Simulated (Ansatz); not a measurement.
# NO2F (nitryl fluoride) at BCCD(T)/STO-3G

Aim: the vertical ionisation energy of NO2F (nitryl fluoride) at BCCD(T)/STO-3G, from 2 runs. 

The calculation is run with Ansatz 0.2.0.

69 further runs of the same task are left out: 10 that didn't finish, 59 set aside as unsound or not needed.

### Step 1. Starting point

NO2F has 4 atoms, charge 0, and is taken as a singlet. As SMILES, `O=[N+]([O-])F`. Geometry: relaxed at PBE0-D4/def2-TZVP.

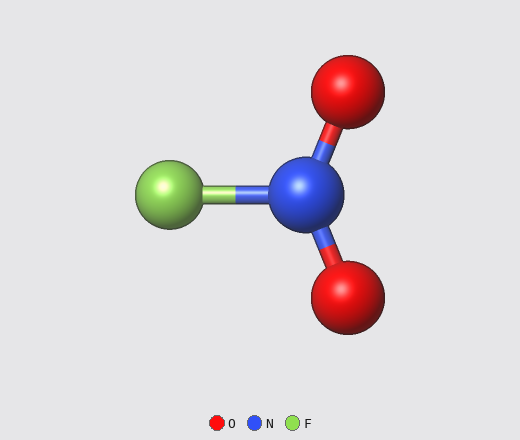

Viewed from a chosen angle; oxygen red, nitrogen blue, fluorine green.

### Step 2. A single-point energy at BCCD(T)/STO-3G

The input, run.yaml:

```yaml
crystal:
  periodic: [false, false, false]
  atoms:
    - {symbol: O, position_ang: [0.188290, 0.469930, 1.120250]}
    - {symbol: "N", position_ang: [0.079720, -0.071800, 0.089140]}
    - {symbol: O, position_ang: [0.476580, -1.068680, -0.376880]}
    - {symbol: F, position_ang: [-0.744590, 0.670550, -0.832510]}
basis:
  gaussian: {orbitals: STO-3G}
scf: {omitted_lower_state_checks: [cluster_reference, increment]}
total_charge: 0
magnetization: {spin_polarized: false, initial_magnetization: 0}
correlation: {method: bccd_t, frozen_orbitals: {F: 1, "N": 1, O: 1}}
accuracy: high
```

Started as:

```bash
$ ansatz run run.yaml --threads 1 --pin off --max-ram 3480MiB --events-out events.jsonl --progress --plain --runs-dir runs
```

The program printed, cut to the lines that bear on the results:

```text
Warning: RAYON_NUM_THREADS=1 ignored (pool sized by the plan → 1); use --threads N
Functional definition: HF
  name "HF"
[...]
368 factors; integrals over basis functions are off by at most 3.7e-8 eV
[...]
mean field -8142.71610416 eV, -299.2392974968 hartree, gradient 1.9e-8 eV, S^2 0.000000; 0 other end points of the search recorded, 0 dependent functions left out; unrestricted orbitals would lower it
4 core orbitals not correlated: weight in the atoms' cores, before any rotation towards them, 1.000 or more for the frozen orbitals, at most 0.000 for the correlated occupied ones
reference -8142.71610416 eV, -299.2392974968 hartree; 12, 12 occupied and 4, 4 virtual orbitals, 368 factors
second order -5.77972447 eV of doubles, -0.00000000 eV of singles
cycle   1  -5.76838957 eV  change   -7.8e-2 eV  update   1.1e-1
[...]
cycle  25  -6.16069884 eV  change   -1.2e-9 eV  update  3.6e-10
perturbative correction -0.53852409 eV, -0.0197903955 hartree
WARN: these amplitudes may be one of several solutions (largest doubles amplitude 0.21, level shift 0.41 eV)
Total energy: -8149.41532710 eV, -299.4854893987 hartree
Checks for a lower state left out: cluster_reference, increment
```

Wall time 0.38 s (1 thread of Arm Neoverse V1, shared host).

### Step 3. The doublet cation at the same level

The input, input.yaml:

```yaml
crystal:
  periodic: [false, false, false]
  atoms:
    - symbol: O
      position_ang: [0.188290, 0.469930, 1.120250]
    - symbol: "N"
      position_ang: [0.079720, -0.071800, 0.089140]
    - symbol: O
      position_ang: [0.476580, -1.068680, -0.376880]
    - symbol: F
      position_ang: [-0.744590, 0.670550, -0.832510]
basis:
  gaussian:
    orbitals: STO-3G
total_charge: 1
magnetization:
  spin_polarized: true
  initial_magnetization: 1
correlation:
  method: bccd_t
  frozen_orbitals: {F: 1, "N": 1, O: 1}
accuracy: high
scf:
  omitted_lower_state_checks: [cluster_reference, increment]
```

Started as:

```bash
$ ansatz run input.yaml --threads 1 --pin off --max-ram 3480MiB --events-out events.jsonl --progress --plain --runs-dir runs
```

The program printed:

```text
Warning: RAYON_NUM_THREADS=1 ignored (pool sized by the plan → 1); use --threads N
[... 15 lines left out ...]
4 core orbitals not correlated: weight in the atoms' cores, before any rotation towards them, 1.000 or more for the frozen orbitals, at most 0.000 for the correlated occupied ones
[... 53 lines left out ...]
Total energy: -8140.19290271 eV, -299.1465715537 hartree
Checks for a lower state left out: cluster_reference, increment
```

It took 1.4 s on 1 thread of Arm Neoverse V1, shared host.

### Step 4. Summary of results

At BCCD(T)/STO-3G, 4 core orbitals frozen:

```
                                                   quantity          value
                                 singlet NO2F: total energy  -299.48549 Eh
  singlet NO2F: correlation energy (4 core orbitals frozen)     -246.2 mEh
                               singlet NO2F: (T) correction     -19.79 mEh
                               doublet cation: total energy  -299.14657 Eh
doublet cation: correlation energy (4 core orbitals frozen)     -199.7 mEh
                             doublet cation: (T) correction     -10.23 mEh
          doublet cation: ⟨S²⟩ of the reference determinant          1.014
         vertical ionisation energy (to the doublet cation)       9.222 eV
```

**Reading.** Removing an electron at fixed nuclei costs 9.22 eV (213 kcal/mol). In a minimal basis such a difference can be off by several eV, whatever the method. The restricted solution (singlet NO2F) is unstable to spin breaking: an unrestricted one lies lower. The triples (singlet NO2F) make up 8.0 % of the correlation energy. ⟨S²⟩ (doublet cation) is 1.01 where a pure doublet has 0.75: the reference is spin-contaminated. The triples (doublet cation) make up 5.1 % of the correlation energy.
